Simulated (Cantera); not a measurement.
A closed system holds: 1 mol H₂O, 0.058 mol O₂, 0.1 mol H₂, equilibrated at 0.100 bar.

Method: chemical equilibrium by Gibbs-energy minimisation in Cantera with the NASA 1993 tables (ideal gas, pure condensed phases). Candidate condensed phases: H₂O; 9 gas species. The numbers say what is thermodynamically allowed, not how fast it happens.

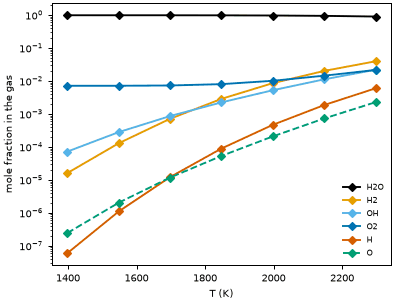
*Equilibrium gas composition (values under 1e-9 drawn at 1e-9)*

From 1398 K to 2298 K nothing is condensed.
